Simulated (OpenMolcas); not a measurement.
## Run report: Ta²⁺, multiconfigurational calculation

Ta²⁺. Computed at this level: state-averaged CASSCF, active space 3 electrons in the shell 5d, basis ANO-RCC-MB, DKH2 scalar Hamiltonian, spin-orbit coupling by RASSI with atomic mean-field integrals (OpenMolcas).

**The input**
```
&GATEWAY
Coord
1

Ta 0.0 0.0 0.0
Basis=ANO-RCC-MB
Group=XYZ
NoMove
AngMom=0.0 0.0 0.0
AMFI
&SEWARD
&RASSCF
FileOrb=start.orb
Symmetry=1
Spin=4
nActEl=3 0 0
Inactive=15 19
Ras2=5 0
CIRoot=10 10 1
SDav=10
CIMx=300
Iter=120 100
PrWF=0.3
OrbListing=Nothing
MaxOrb=0
Atom
>>> COPY $Project.JobIph JOB001
&RASSCF
FileOrb=start.orb
Symmetry=1
Spin=2
nActEl=3 0 0
Inactive=15 19
Ras2=5 0
CIRoot=40 40 1
SDav=40
CIMx=300
Iter=120 100
PrWF=0.3
OrbListing=Nothing
MaxOrb=0
Atom
CIOnly
>>> COPY $Project.JobIph JOB002
&RASSI
NrOfJobIphs=2 10 35
1 2 3 4 5 6 7 8 9 10
1 2 3 4 5 6 7 8 9 10 11 12 13 14 15 16 17 18 19 20 21 22 23 24 25 26 27
28 29 30 31 32 33 34 35
IphNames
JOB001
JOB002
EJob
SpinOrbit
DIPRint=1.0
SOCoupling=1000.0
Subsets=2
MEES
Property=10
'ANGMOM' 1 'ANGMOM' 2 'ANGMOM' 3 'MLTPL  1' 1 'MLTPL  1' 2 'MLTPL  1' 3
'AMFI' 1 'AMFI' 2 'AMFI' 3 'MLTPL  2' 6
SOProperty=3
'ANGMOM' 1 'ANGMOM' 2 'ANGMOM' 3
```

The file start.orb holds starting orbitals from an earlier step. A driver script formed the levels outside the program, from RASSI's spin-orbit matrix and the active-space energies, averaged over the components of each term or state.

Command:
```bash
OMP_NUM_THREADS=1 MOLCAS_MEM=2252 MOLCAS_PROJECT=a pymolcas a.inp > a.log  # once for each step of the input, in one work folder
```

**The program's output (extracts)**
```
--- SEWARD ---
Basis set label: TA.ANO-RCC...6S5P3D1F.

      Electronic valence basis set:
      ------------------
      Associated Effective Charge  73.000000 au
      Associated Actual Charge     73.000000 au
      Nuclear Model: Point charge

      Shell  nPrim  nBasis  Cartesian Spherical Contaminant
         s      24       6        X
         p      21       5        X
         d      15       3                 X
         f      11       1                 X
                  Relativistic Douglas-Kroll-Hess integrals:
                    - DKH order of Hamiltonian: 2
                    - DKH order of Properties : 0
                  Atomic mean-field integrals
--- RASSCF ---
Wave function specifications:
      -----------------------------

      Number of closed shell electrons          68
      Number of electrons in active shells       3
      Max number of holes in RAS1 space          0
      Max nr of electrons in RAS3 space          0
      Number of inactive orbitals               34
      Number of active orbitals                  5
      Number of secondary orbitals               4
      Spin quantum number                      1.5
      State symmetry                             1
Orbital specifications:
      -----------------------

      Symmetry species                           1   2
                                                ag  au
      Frozen orbitals                            0   0
      Inactive orbitals                         15  19
      Active orbitals                            5   0
      RAS1 orbitals                              0   0
      RAS2 orbitals                              5   0
      RAS3 orbitals                              0   0
      Secondary orbitals                         1   3
      Deleted orbitals                           0   0
      Number of basis functions                 21  22
      Number of CSFs                            10
      Number of root(s) required                10
      Iter CI   SX   CI       RASSCF       Energy    max ROT     max BLB   max BLB  Level Ln srch  Step   QN
          iter iter root      energy       change     param      element    value   shift minimum  type update
 Nr of preliminary CI iterations:   1
      Total energies have been shifted. Add               -15000.00 au
        1   1    1    0  -589.10992039    0.00E+00   0.00E+00    9  21 1 -2.21E-09   0.00   0.00    SX    NO
        2   1    1    0  -589.10992039   -1.46E-11   0.00E+00    9  21 1 -2.21E-09   0.00   0.00    SX    NO
        3   1    1    0  -589.10992039   -1.09E-11   0.00E+00    9  21 1 -2.21E-09   0.00   0.00    SX    NO
        4   1    1    0  -589.10992039   -1.82E-12   0.00E+00    9  21 1 -2.21E-09   0.00   0.00    SX    NO
      Convergence after  4 iterations
        5   1    1    0  -589.10992039    9.09E-12   0.00E+00    9  21 1 -2.21E-09   0.00   0.00    SX    NO
      Natural orbitals and occupation numbers for root  1
      sym 1:   0.792510   0.207490   1.000000   0.207490   0.792510
      Natural orbitals and occupation numbers for root  2
      sym 1:   0.207154   1.000000   0.792846   0.792846   0.207154
      Natural orbitals and occupation numbers for root  3
      sym 1:   1.000000   0.811228   0.811228   0.188772   0.188772
::    RASSCF root number  1 Total energy: -15589.12225085
::    RASSCF root number  2 Total energy: -15589.12225085
::    RASSCF root number  3 Total energy: -15589.12225085
::    RASSCF root number  4 Total energy: -15589.12225085
::    RASSCF root number  5 Total energy: -15589.12225085
::    RASSCF root number  6 Total energy: -15589.12225085
::    RASSCF root number  7 Total energy: -15589.12225085
::    RASSCF root number  8 Total energy: -15589.08114931
::    RASSCF root number  9 Total energy: -15589.08114931
::    RASSCF root number 10 Total energy: -15589.08114931
--- RASSCF ---
Wave function specifications:
      -----------------------------

      Number of closed shell electrons          68
      Number of electrons in active shells       3
      Max number of holes in RAS1 space          0
      Max nr of electrons in RAS3 space          0
      Number of inactive orbitals               34
      Number of active orbitals                  5
      Number of secondary orbitals               4
      Spin quantum number                      0.5
      State symmetry                             1
Orbital specifications:
      -----------------------

      Symmetry species                           1   2
                                                ag  au
      Frozen orbitals                            0   0
      Inactive orbitals                         15  19
      Active orbitals                            5   0
      RAS1 orbitals                              0   0
      RAS2 orbitals                              5   0
      RAS3 orbitals                              0   0
      Secondary orbitals                         1   3
      Deleted orbitals                           0   0
      Number of basis functions                 21  22
      Number of CSFs                            40
      Number of root(s) required                40
      Iter CI   SX   CI       RASSCF       Energy    max ROT     max BLB   max BLB  Level Ln srch  Step   QN
          iter iter root      energy       change     param      element    value   shift minimum  type update
 Nr of preliminary CI iterations:   1
        1   1    0    0-15589.04839955    0.00E+00   0.00E+00   14  17 1  1.60E-03*  0.00   0.00    SX    NO
      Natural orbitals and occupation numbers for root  1
      sym 1:   0.704852   0.408010   0.624807   0.691262   0.571070
      Natural orbitals and occupation numbers for root  2
      sym 1:   0.439865   0.718169   0.542683   0.643584   0.655699
      Natural orbitals and occupation numbers for root  3
      sym 1:   0.673073   0.641898   0.454199   0.519642   0.711188
::    RASSCF root number  1 Total energy: -15589.07910906
::    RASSCF root number  2 Total energy: -15589.07910906
::    RASSCF root number  3 Total energy: -15589.07910906
::    RASSCF root number  4 Total energy: -15589.07910906
::    RASSCF root number  5 Total energy: -15589.07910906
::    RASSCF root number  6 Total energy: -15589.07910906
::    RASSCF root number  7 Total energy: -15589.07910906
::    RASSCF root number  8 Total energy: -15589.07910906
::    RASSCF root number  9 Total energy: -15589.07910906
::    RASSCF root number 10 Total energy: -15589.06540855
::    RASSCF root number 11 Total energy: -15589.06540855
::    RASSCF root number 12 Total energy: -15589.06540855
::    RASSCF root number 13 Total energy: -15589.06540855
::    RASSCF root number 14 Total energy: -15589.06540855
::    RASSCF root number 15 Total energy: -15589.06540855
::    RASSCF root number 16 Total energy: -15589.06540855
::    RASSCF root number 17 Total energy: -15589.06540855
::    RASSCF root number 18 Total energy: -15589.06540855
::    RASSCF root number 19 Total energy: -15589.06540855
::    RASSCF root number 20 Total energy: -15589.06540855
::    RASSCF root number 21 Total energy: -15589.06540855
::    RASSCF root number 22 Total energy: -15589.06540855
::    RASSCF root number 23 Total energy: -15589.06540855
::    RASSCF root number 24 Total energy: -15589.06012200
::    RASSCF root number 25 Total energy: -15589.06012200
::    RASSCF root number 26 Total energy: -15589.06012200
::    RASSCF root number 27 Total energy: -15589.06012200
::    RASSCF root number 28 Total energy: -15589.06012200
::    RASSCF root number 29 Total energy: -15589.02430700
::    RASSCF root number 30 Total energy: -15589.02430700
--- RASSI ---
SPIN-FREE ENERGIES:
  (Shifted by EMIN (a.u.) =     -15589.1222508512)

 SF State       Relative EMIN(au)   Rel lowest level(eV)    D:o, cm**(-1)      L_eff

     1             0.0000000000        0.0000000000              0.0000         3.0
     2             0.0000000000        0.0000000000              0.0000         3.0
     3             0.0000000000        0.0000000000              0.0000         3.0
     4             0.0000000000        0.0000000000              0.0000         3.0
     5             0.0000000000        0.0000000000              0.0000         3.0
     6             0.0000000000        0.0000000000              0.0000         3.0
     7             0.0000000000        0.0000000000              0.0000         3.0
     8             0.0411015445        1.1184300020           9020.7463         1.0
     9             0.0411015445        1.1184300020           9020.7463         1.0
    10             0.0411015445        1.1184300020           9020.7463         1.0
    11             0.0431417872        1.1739478354           9468.5278         4.0
    12             0.0431417872        1.1739478354           9468.5278         4.0
    13             0.0431417872        1.1739478354           9468.5278         4.0
    14             0.0431417872        1.1739478354           9468.5278         4.0
    15             0.0431417872        1.1739478354           9468.5278         4.0
    16             0.0431417872        1.1739478354           9468.5278         4.0
    17             0.0431417872        1.1739478354           9468.5278         4.0
    18             0.0431417872        1.1739478354           9468.5278         4.0
    19             0.0431417872        1.1739478354           9468.5278         4.0
    20             0.0568423020        1.5467578355          12475.4433         5.0
    21             0.0568423020        1.5467578355          12475.4433         5.0
    22             0.0568423020        1.5467578355          12475.4433         4.8
    23             0.0568423020        1.5467578355          12475.4433         5.0
    24             0.0568423020        1.5467578355          12475.4433         1.8
    25             0.0568423020        1.5467578355          12475.4433         4.4
    26             0.0568423020        1.5467578355          12475.4433         3.9
    27             0.0568423020        1.5467578355          12475.4433         4.8
    28             0.0568423020        1.5467578355          12475.4433         2.2
    29             0.0568423020        1.5467578355          12475.4433         4.6
    30             0.0568423020        1.5467578355          12475.4433         4.7
    31             0.0568423020        1.5467578355          12475.4433         4.8
    32             0.0568423020        1.5467578355          12475.4433         4.9
    33             0.0568423020        1.5467578355          12475.4433         4.8
    34             0.0621288523        1.6906121975          13635.7070         2.0
    35             0.0621288523        1.6906121975          13635.7070         2.0
    36             0.0621288523        1.6906121975          13635.7070         2.0
    37             0.0621288523        1.6906121975          13635.7070         2.0
    38             0.0621288523        1.6906121975          13635.7070         2.0
    39             0.0979438465        2.6651878384          21496.1896         3.0
    40             0.0979438465        2.6651878384          21496.1896         3.0
Eigenvalues of complex Hamiltonian:
   -----------------------------------
  (Shifted by EMIN (a.u.) =     -15589.1222508512)

 SO State       Relative EMIN(au)   Rel lowest level(eV)    D:o, cm**(-1)     J-value

     1            -0.0201071067        0.0000000000              0.0000         1.3
     2            -0.0201071067        0.0000000000              0.0000         1.1
     3            -0.0201071067        0.0000000000              0.0000         1.3
     4            -0.0201071067        0.0000000000              0.0000         1.0
     5            -0.0111627005        0.2433896934           1963.0703         2.2
     6            -0.0111627005        0.2433896934           1963.0703         1.7
     7            -0.0111627005        0.2433896934           1963.0703         2.2
     8            -0.0111627005        0.2433896934           1963.0703         1.8
     9            -0.0111627005        0.2433896934           1963.0703         1.5
    10            -0.0111627005        0.2433896934           1963.0703         2.3
    11            -0.0014668091        0.5072283381           4091.0724         2.7
    12            -0.0014668091        0.5072283381           4091.0724         2.9
    13            -0.0014668091        0.5072283381           4091.0724         3.1
    14            -0.0014668091        0.5072283381           4091.0724         2.2
    15            -0.0014668091        0.5072283381           4091.0724         3.2
    16            -0.0014668091        0.5072283381           4091.0724         2.6
    17            -0.0014668091        0.5072283381           4091.0724         2.7
    18            -0.0014668091        0.5072283381           4091.0724         2.7
    19             0.0076443910        0.7551567242           6090.7497         3.7
    20             0.0076443910        0.7551567241           6090.7497         4.3
    21             0.0076443910        0.7551567242           6090.7497         3.9
    22             0.0076443910        0.7551567242           6090.7497         3.9
    23             0.0076443910        0.7551567241           6090.7497         4.3
    24             0.0076443910        0.7551567242           6090.7497         3.8
    25             0.0076443910        0.7551567242           6090.7497         1.8
    26             0.0076443910        0.7551567242           6090.7497         3.6
    27             0.0076443910        0.7551567242           6090.7497         3.7
    28             0.0076443910        0.7551567242           6090.7497         2.0
    29             0.0265992498        1.2709447078          10250.8604         1.3
    30             0.0265992498        1.2709447077          10250.8604         1.0
    31             0.0265992498        1.2709447078          10250.8604         1.3
    32             0.0265992498        1.2709447077          10250.8604         1.0
    33             0.0296945788        1.3551729021          10930.2066         0.4
    34             0.0296945788        1.3551729021          10930.2066         0.4
    35             0.0373502560        1.5634944890          12610.4335         2.1
    36             0.0373502560        1.5634944890          12610.4335         2.3
    37             0.0373502560        1.5634944890          12610.4335         2.8
    38             0.0373502560        1.5634944890          12610.4335         3.0
    39             0.0373502560        1.5634944890          12610.4335         2.7
    40             0.0373502560        1.5634944890          12610.4335         2.7
    41             0.0373502560        1.5634944889          12610.4335         3.3
Weights of the five most important spin-orbit-free states for each spin-orbit state.

 SO State  Total energy (au)           Spin-free states, spin, and weights
 -------------------------------------------------------------------------------------------------------
    1        -0.020107       7 1.5  0.2612    6 1.5  0.2349    4 1.5  0.1439    5 1.5  0.1347    3 1.5  0.0751
    2        -0.020107       2 1.5  0.2390    1 1.5  0.2054    3 1.5  0.1805    5 1.5  0.1360    4 1.5  0.1283
    3        -0.020107       7 1.5  0.2632    6 1.5  0.2194    5 1.5  0.1493    4 1.5  0.1352    3 1.5  0.0920
    4        -0.020107       2 1.5  0.2333    1 1.5  0.2216    3 1.5  0.1920    4 1.5  0.1321    5 1.5  0.1196
    5        -0.011163       7 1.5  0.2246    6 1.5  0.2089    4 1.5  0.1868    1 1.5  0.1226    5 1.5  0.1083
    6        -0.011163       6 1.5  0.1982    1 1.5  0.1903    4 1.5  0.1745    2 1.5  0.1270    7 1.5  0.1205
    7        -0.011163       7 1.5  0.1988    6 1.5  0.1981    5 1.5  0.1872    3 1.5  0.1623    2 1.5  0.1163
    8        -0.011163       2 1.5  0.1712    1 1.5  0.1699    5 1.5  0.1646    3 1.5  0.1574    4 1.5  0.1485
    9        -0.011163       4 1.5  0.1962    1 1.5  0.1870    3 1.5  0.1804    2 1.5  0.1750    5 1.5  0.1435
   10        -0.011163       2 1.5  0.1911    3 1.5  0.1726    5 1.5  0.1641    7 1.5  0.1404    6 1.5  0.1245
   11        -0.001467       7 1.5  0.3256    6 1.5  0.1381    4 1.5  0.1359    5 1.5  0.1301    3 1.5  0.1012
   12        -0.001467       7 1.5  0.2934    6 1.5  0.2487    4 1.5  0.1821    2 1.5  0.0936    3 1.5  0.0652
```

**Spin-orbit levels, grouped by J and assigned**

| Configuration | Level | E (eV) | LS purity (%) | Landé g |
| --- | --- | --- | --- | --- |
| 5d³ | ⁴F₃/₂ | 0 | 94 | 0.423 |
| 5d³ | ⁴F₅/₂ | 0.2434 | 98 | 1.032 |
| 5d³ | ⁴F₇/₂ | 0.5072 | 96 | 1.227 |
| 5d³ | ⁴F₉/₂ | 0.7552 | 88 | 1.306 |
| 5d³ | ⁴P₃/₂ | 1.271 | 61 | 1.514 |
| 5d³ | ⁴P₁/₂ | 1.355 | 82 | 2.316 |
| 5d³ | ²G₇/₂ | 1.563 | 95 | 0.904 |
| 5d³ | J = 9/2 (even, mixed) | 1.630 | 49 | 1.033 |
| 5d³ | ⁴P₅/₂ | 1.740 | 95 | 1.580 |
| 5d³ | J = 3/2 (even, mixed) | 1.963 | 51 | 1.163 |
| 5d³ | ²P₁/₂ | 2.074 | 82 | 1.020 |
| 5d³ | ²H₁₁/₂ | 2.204 | 100 | 1.091 |
| 5d³ | J = 9/2 (even, mixed) | 2.307 | 50 | 1.016 |
| 5d³ | ²D₅/₂ | 2.435 | 92 | 1.213 |
| 5d³ | ²P₃/₂ | 2.675 | 57 | 1.167 |
| 5d³ | ²F₇/₂ | 3.190 | 98 | 1.139 |
| 5d³ | ²F₅/₂ | 3.301 | 98 | 0.862 |

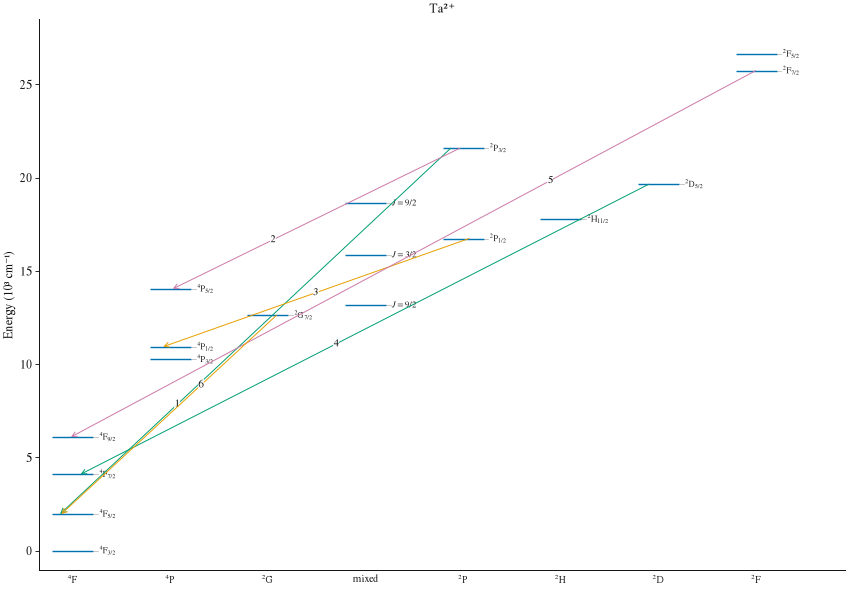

Levels of Ta²⁺ (tantalum, Z = 73) with 6 numbered transitions. Rates are at computed energies.

```tsv
No.	Upper	Lower	Type	λ (vacuum)	A (s⁻¹)
1	5d³ ²P₃/₂	5d³ ⁴F₅/₂	M1	510 nm	1.7
2	5d³ ²P₃/₂	5d³ ⁴P₅/₂	M1	1330 nm	1.5
3	5d³ ²P₁/₂	5d³ ⁴P₁/₂	M1	1720 nm	2.3
4	5d³ ²D₅/₂	5d³ ⁴F₇/₂	M1	643 nm	3.7
5	5d³ ²F₇/₂	5d³ ⁴F₉/₂	M1	509 nm	1.2
6	5d³ ²G₇/₂	5d³ ⁴F₅/₂	M1	939 nm	1.7
```

Line 4 has the largest rate; it falls in the visible region.

**Summary**

- outcome: converged
- lowest level: 5d³ ⁴F₃/₂
- first excited level: 5d³ ⁴F₅/₂, 1,963 cm⁻¹
- energy of the lowest spin-free term: −15589.12225 hartree
- energy of the lowest spin-orbit level: −15589.14236 hartree
- largest spread among components of a term: 0.0 cm⁻¹
- hardware: 1 thread of Arm Neoverse V1, 24 GiB of memory available, shared host
- wall time: 12 s

**Remarks**

Without dynamic correlation the splittings between terms come out too large, often by 20 to 50 %. Limits: only configurations of the active space are included; spin-free states above about 34,000 cm⁻¹ are left out of the spin-orbit step.
